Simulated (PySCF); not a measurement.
**C₃H₁₃NSi₂: a tour of settings, part 1 of 2**

Which settings matter for C₃H₁₃NSi₂ (`CCCN([SiH3])[SiH3]`)?

The runs use PySCF 2.14.0, with density-fitted response routines of our own; the level of theory stands in each step. All values are computed, except where a source is named. Atoms are numbered from 0 throughout.

**1. The starting structure**

19 atoms, charge 0, multiplicity 1; geometry from: GFN2-xTB.

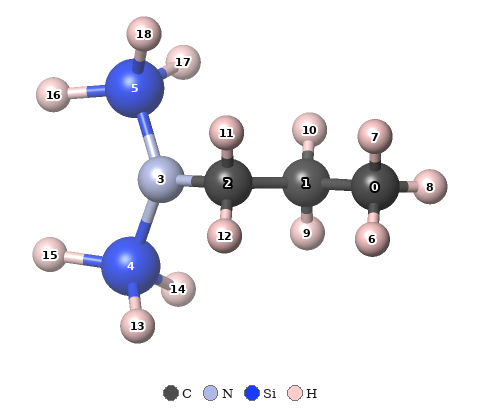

As it starts; carbon dark grey, nitrogen light blue, silicon blue, hydrogen pink, atoms numbered.

**2. Shielding tensors: PBE0/pcSseg-1**

What the job is given:

```
{"job": {"kind": "nmr", "xc": "PBE0", "basis": "pcSseg-1"}, "charge": 0, "multiplicity": 1}
C     -2.699258    -0.244988     0.184260
C     -1.213687    -0.568372     0.094406
C     -0.360738     0.697522     0.021955
N      1.060077     0.424661    -0.065158
Si     1.698557     0.031606    -1.630676
Si     1.893401     0.070903     1.415946
H     -3.016332     0.326549    -0.685346
H     -2.908809     0.343827     1.074874
H     -3.288750    -1.157774     0.229852
H     -1.017212    -1.173686    -0.793482
H     -0.906147    -1.147543     0.967585
H     -0.550485     1.306820     0.911314
H     -0.664714     1.280461    -0.853175
H      1.026144     0.920279    -2.580986
H      1.450053    -1.365083    -2.017827
H      3.134370     0.278855    -1.569524
H      3.309190     0.314328     1.165804
H      1.698403    -1.314842     1.867569
H      1.346132     0.985728     2.419951
```

Level: GIAO PBE0/pcSseg-1 NMR shielding, non-relativistic, gas phase.

Launch:

```sh
OMP_NUM_THREADS=1 python probes_run.py task.json out
```

This one command runs all jobs of the session in turn.

Output:

```text
coarse grid: 15632 points
cycle   1  E = -755.3106874704  dE =  2.836e-01  |g| = 4.497e-01  |ddm| = 3.715e+00
cycle   2  E = -755.2716807631  dE =  3.901e-02  |g| = 6.124e-01  |ddm| = 9.959e-01
cycle   3  E = -755.3575087221  dE = -8.583e-02  |g| = 8.340e-02  |ddm| = 6.512e-01
cycle   4  E = -755.3588236434  dE = -1.315e-03  |g| = 3.025e-02  |ddm| = 9.308e-02
cycle   5  E = -755.3590413095  dE = -2.177e-04  |g| = 4.704e-03  |ddm| = 2.939e-02
cycle   6  E = -755.3590455217  dE = -4.212e-06  |g| = 1.064e-03  |ddm| = 5.138e-03
final grid: 138304 points
cycle   7  E = -755.3913110822  dE = -2.761e-05  |g| = 8.038e-03  |ddm| = 2.536e-02
cycle   8  E = -755.3913003631  dE =  1.072e-05  |g| = 1.041e-02  |ddm| = 1.666e-02
cycle   9  E = -755.3913270945  dE = -2.673e-05  |g| = 1.123e-03  |ddm| = 9.984e-03
cycle  10  E = -755.3913273505  dE = -2.560e-07  |g| = 2.359e-04  |ddm| = 1.077e-03
cycle  11  E = -755.3913273622  dE = -1.169e-08  |g| = 4.287e-05  |ddm| = 2.545e-04
cycle  12  E = -755.3913273625  dE = -3.861e-10  |g| = 1.500e-05  |ddm| = 5.874e-05
converged SCF energy = -755.3913273625

GIAO shielding tensors (ppm)
atom      isotropic    diamagn.    paramagn.     s11        s22        s33       span
  0 C      173.981     246.185     -72.205    165.914    167.569    188.458     22.544
  1 C      158.171     250.681     -92.510    145.437    160.580    168.495     23.058
  2 C      127.082     246.107    -119.025    101.617    118.018    161.611     59.994
  3 N      250.720     328.739     -78.019    226.961    248.638    276.561     49.600
  4 Si     394.510     881.068    -486.557    337.071    367.124    479.336    142.265
  5 Si     394.519     881.062    -486.543    337.277    367.057    479.223    141.946
  6 H       30.929      29.523       1.406     26.417     29.214     37.156     10.739
  7 H       30.919      29.500       1.419     26.414     29.184     37.161     10.747
  8 H       30.470      28.004       2.466     25.895     27.650     37.866     11.971
  9 H       30.153      33.454      -3.301     25.116     31.064     34.280      9.164
 10 H       30.157      33.456      -3.299     25.124     31.066     34.281      9.157
 11 H       28.738      33.274      -4.536     23.894     29.615     32.705      8.811
 12 H       28.745      33.284      -4.538     23.907     29.630     32.699      8.792
 13 H       27.117      30.406      -3.289     24.015     25.243     32.093      8.078
 14 H       26.839      30.288      -3.449     23.058     25.048     32.409      9.351
 15 H       26.955      30.112      -3.157     23.265     25.515     32.085      8.820
 16 H       26.956      30.102      -3.146     23.266     25.518     32.084      8.818
 17 H       26.840      30.278      -3.438     23.059     25.050     32.410      9.350
 18 H       27.120      30.401      -3.282     24.019     25.243     32.098      8.079
```

Wall time 31 s (1 thread of Intel Xeon Platinum 8488C, shared host); peak memory 0.83 GiB.

Shifts follow as δ = σ(reference) − σ, with reference shieldings (ppm) from runs at the same level and on the same kind of geometry: 1H TMS 31.72, 13C TMS 186.9, 29Si TMS 349.2, 15N NH3 267.7. The references are single molecules in the gas phase, so shifts against H2O, NH3, PH3, H3PO4 or CFCl3 are not on the usual liquid scales and can be off by tens of ppm. Atoms listed in one row are averaged.

| atoms | environment | σ (ppm) | δ (ppm) | δ scaled to CDCl3 |
| --- | --- | --- | --- | --- |
| C2 | sp3 CH2 bonded to N | 127.1 | 59.8 | 56.5 |
| C1 | sp3 CH2 | 158.2 | 28.8 | 26.1 |
| C0 | methyl carbon | 174.0 | 12.9 | 10.7 |
| H13, H14, H15, H16, H17, H18 | hydrogen on a silicon bonded to N | 26.97 | 4.75 | – |
| H11, H12 | hydrogen on an sp3 CH2 bonded to N | 28.74 | 2.98 | 2.91 |
| H9, H10 | hydrogen on an sp3 CH2 | 30.16 | 1.56 | 1.58 |
| H6, H7, H8 | hydrogen on a methyl carbon | 30.77 | 0.94 | 1.00 |
| N3 | nitrogen bonded to C, 2 Si | 250.7 | 17.0 | – |
| Si4, Si5 | silicon bonded to N, 3 H | 394.5 | -45.4 | – |

The scaled column applies a straight-line fit of computed shieldings to shifts measured in CDCl3 (root-mean-square error 0.16 ppm for H, 1.9 ppm for C).

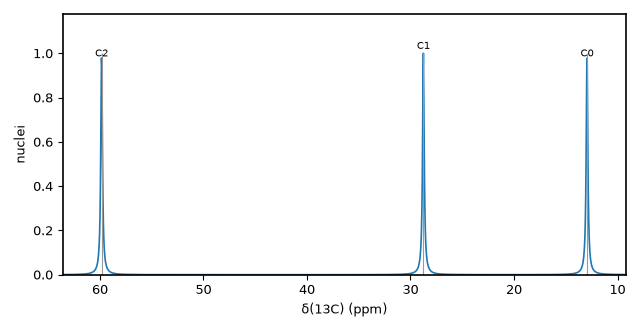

13C lines at the computed shifts, without couplings. Lines are broadened to a width of 0.19 ppm (Lorentzian).

Charges from the same density, by scheme (e):

| atoms | Mulliken | IAO | Hirshfeld | ESP fit |
| --- | --- | --- | --- | --- |
| C0 | -0.27 | -0.42 | -0.12 | -0.44 |
| C1 | -0.29 | -0.26 | -0.07 | 0.27 |
| C2 | 0.02 | -0.14 | -0.02 | -0.02 |
| N3 | -0.92 | -0.77 | -0.26 | -0.52 |
| Si4, Si5 | 0.62 | 0.73 | 0.34 | 0.47 |

IAO charges:

C0 -0.42; C1 -0.26; C2 -0.14; N3 -0.77; Si4 0.73; Si5 0.73; H6 0.14; H7 0.14; H8 0.14; H9 0.13; H10 0.13; H11 0.13; H12 0.13; H13 -0.13; H14 -0.15; H15 -0.12; H16 -0.12; H17 -0.15; H18 -0.13

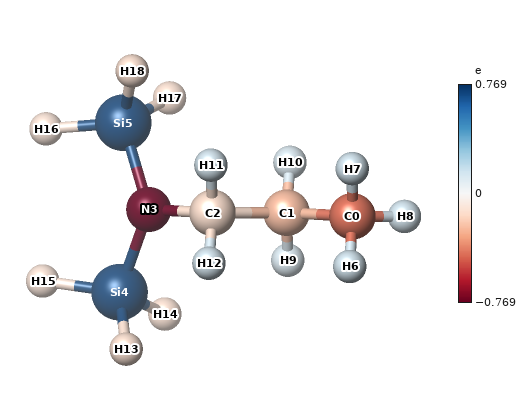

IAO charges, as colours on the atoms.

Mayer bond orders: C0–C1 1.06, C1–C2 1.01, C2–N3 0.91, N3–Si4 0.94, N3–Si5 0.94.

**3. TDDFT and polarisability: PBE0/def2-SVPD**

Settings changed since step 2:

```diff
@@ -1,2 +1,2 @@
-{"job": {"kind": "nmr", "xc": "PBE0", "basis": "pcSseg-1"}, "charge": 0, "multiplicity": 1}
+{"job": {"kind": "uv", "xc": "PBE0", "basis": "def2-SVPD", "nstates": 6, "ntriplets": 2}, "charge": 0, "multiplicity": 1}
 C     -2.699258    -0.244988     0.184260
```

With the program's defaults for keys left out, this is: TDDFT PBE0/def2-SVPD, vertical, gas phase, core orbitals frozen in the response.

Output:

```text
coarse grid: 15632 points
cycle   1  E = -755.0003441924  dE =  2.431e-01  |g| = 4.324e-01  |ddm| = 5.769e+00
cycle   2  E = -754.9605106137  dE =  3.983e-02  |g| = 5.973e-01  |ddm| = 1.491e+00
cycle   3  E = -755.0452078433  dE = -8.470e-02  |g| = 8.254e-02  |ddm| = 8.673e-01
cycle   4  E = -755.0465642707  dE = -1.356e-03  |g| = 3.232e-02  |ddm| = 1.540e-01
cycle   5  E = -755.0468238484  dE = -2.596e-04  |g| = 3.900e-03  |ddm| = 5.429e-02
cycle   6  E = -755.0468273695  dE = -3.521e-06  |g| = 1.175e-03  |ddm| = 1.047e-02
final grid: 138304 points
cycle   7  E = -755.1393209343  dE = -3.389e-05  |g| = 7.874e-03  |ddm| = 1.192e-01
cycle   8  E = -755.1393093688  dE =  1.157e-05  |g| = 1.037e-02  |ddm| = 2.485e-02
cycle   9  E = -755.1393367100  dE = -2.734e-05  |g| = 1.167e-03  |ddm| = 1.367e-02
cycle  10  E = -755.1393370151  dE = -3.051e-07  |g| = 1.924e-04  |ddm| = 1.781e-03
cycle  11  E = -755.1393370236  dE = -8.489e-09  |g| = 5.043e-05  |ddm| = 4.896e-04
cycle  12  E = -755.1393370243  dE = -6.785e-10  |g| = 1.589e-05  |ddm| = 1.376e-04
converged SCF energy = -755.1393370243

Static polarisability (au): isotropic 96.984, principal 84.973 98.730 107.249

Singlet excitations
state   eV       nm        f      main configurations
  1   5.7020    217.4   0.00057   H->L 0.98
  2   6.2474    198.5   0.00071   H->L+1 0.51, H->L+2 0.44
  3   6.5005    190.7   0.02713   H->L+2 0.53, H->L+1 0.46
  4   6.8448    181.1   0.00976   H->L+3 0.66, H->L+5 0.31
  5   6.9131    179.3   0.00173   H->L+4 0.86, H->L+6 0.09
  6   7.0765    175.2   0.00007   H->L+5 0.67, H->L+3 0.32

Triplet excitations (Tamm-Dancoff, eV): 5.4279 6.0693
```

Wall time 36 s (1 thread of Intel Xeon Platinum 8488C, shared host); peak memory 0.97 GiB.

The orbitals next to the gap, with their largest atomic shares:

```
orbital     eV                         atoms
 HOMO−3  -9.54   Si5 19 %, Si4 19 %, N3 12 %
 HOMO−2  -9.43  Si4 21 %, Si5 21 %, H13 14 %
 HOMO−1  -9.14     C2 18 %, C1 15 %, N3 11 %
   HOMO  -6.84      N3 51 %, C2 8 %, Si4 8 %
   LUMO   0.18   Si5 22 %, Si4 22 %, H16 6 %
 LUMO+1   0.59   Si5 16 %, Si4 16 %, C0 11 %
 LUMO+2   0.77   Si4 27 %, Si5 27 %, H13 8 %
```

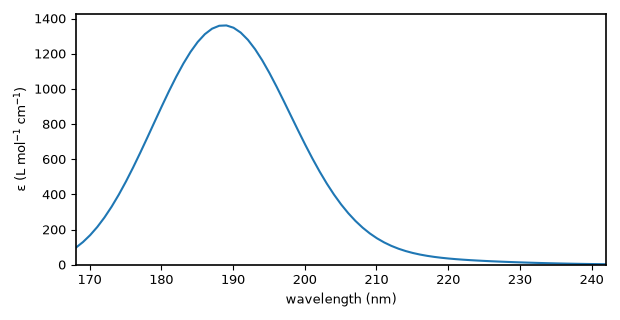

Absorption spectrum: each of the 6 states is a Gaussian band of 0.4 eV half-width at 1/e. Beyond the last state computed it falls off for lack of states.

Ground-state properties from the same run:

| property | computed |
| --- | --- |
| dipole moment (D) | 0.84 |
| polarisability (Å³) | 14.37 |
| HOMO–LUMO gap (eV) | 7.02 |
| −ε(HOMO) (eV) | 6.84 |

**4. Nuclear shieldings: PW91/pcSseg-1**

Settings changed since step 3:

```diff
@@ -1,2 +1,2 @@
-{"job": {"kind": "uv", "xc": "PBE0", "basis": "def2-SVPD", "nstates": 6, "ntriplets": 2}, "charge": 0, "multiplicity": 1}
+{"job": {"kind": "nmr", "xc": "PW91", "basis": "pcSseg-1", "pop": false}, "charge": 0, "multiplicity": 1}
 C     -2.699258    -0.244988     0.184260
```

Method: GIAO PW91/pcSseg-1 NMR shielding, non-relativistic, gas phase.

Output:

```text
coarse grid: 15632 points
cycle   1  E = -755.5878446793  dE =  1.974e-01  |g| = 6.447e-01  |ddm| = 3.791e+00
cycle   2  E = -755.2994503520  dE =  2.884e-01  |g| = 1.251e+00  |ddm| = 2.217e+00
cycle   3  E = -755.6835620676  dE = -3.841e-01  |g| = 2.060e-01  |ddm| = 1.802e+00
cycle   4  E = -755.6928434633  dE = -9.281e-03  |g| = 6.417e-02  |ddm| = 2.456e-01
cycle   5  E = -755.6938100874  dE = -9.666e-04  |g| = 1.213e-02  |ddm| = 7.095e-02
cycle   6  E = -755.6938410378  dE = -3.095e-05  |g| = 5.244e-03  |ddm| = 1.843e-02
cycle   7  E = -755.6938478081  dE = -6.770e-06  |g| = 9.402e-04  |ddm| = 5.158e-03
final grid: 138304 points
cycle   8  E = -755.7380810588  dE = -3.652e-05  |g| = 1.012e-02  |ddm| = 3.522e-02
cycle   9  E = -755.7380284526  dE =  5.261e-05  |g| = 1.764e-02  |ddm| = 2.592e-02
cycle  10  E = -755.7381056715  dE = -7.722e-05  |g| = 2.433e-03  |ddm| = 1.849e-02
cycle  11  E = -755.7381069410  dE = -1.270e-06  |g| = 3.196e-04  |ddm| = 2.405e-03
cycle  12  E = -755.7381069648  dE = -2.380e-08  |g| = 8.025e-05  |ddm| = 4.903e-04
cycle  13  E = -755.7381069664  dE = -1.593e-09  |g| = 2.670e-05  |ddm| = 1.144e-04
cycle  14  E = -755.7381069666  dE = -1.592e-10  |g| = 6.928e-06  |ddm| = 2.336e-05
converged SCF energy = -755.7381069666

GIAO shielding tensors (ppm)
atom      isotropic    diamagn.    paramagn.     s11        s22        s33       span
  0 C      168.378     245.655     -77.277    160.100    161.177    183.857     23.757
  1 C      151.214     250.686     -99.471    139.194    153.862    160.587     21.394
  2 C      117.705     246.804    -129.099     91.121    108.326    153.669     62.548
  3 N      240.084     326.887     -86.802    213.591    238.153    268.509     54.918
  4 Si     378.337     882.220    -503.884    316.425    349.053    469.532    153.106
  5 Si     378.342     882.215    -503.872    316.641    348.973    469.413    152.772
  6 H       30.858      29.590       1.268     26.620     29.212     36.744     10.124
  7 H       30.850      29.566       1.284     26.617     29.185     36.747     10.130
  8 H       30.387      27.922       2.464     26.057     27.741     37.362     11.304
  9 H       30.017      33.537      -3.519     25.242     31.009     33.801      8.559
 10 H       30.021      33.535      -3.515     25.250     31.009     33.802      8.552
 11 H       28.539      33.382      -4.842     23.966     29.425     32.226      8.260
 12 H       28.546      33.396      -4.850     23.979     29.441     32.219      8.240
 13 H       26.927      30.539      -3.611     23.985     25.019     31.777      7.792
 14 H       26.554      30.398      -3.844     22.813     24.701     32.148      9.335
 15 H       26.757      30.117      -3.361     23.198     25.361     31.712      8.514
 16 H       26.758      30.108      -3.350     23.199     25.363     31.711      8.512
 17 H       26.555      30.387      -3.832     22.814     24.703     32.149      9.335
 18 H       26.930      30.532      -3.602     23.989     25.019     31.782      7.793
```

It took 35 s on 1 thread of Intel Xeon Platinum 8488C, shared host; peak memory 0.67 GiB.

Key values: δ C2 63.8, C1 30.3, C0 13.1, N3 26.9, H13 4.91, H11 3.11 ppm (means over like atoms).

(Continued in part 2 of 2.)
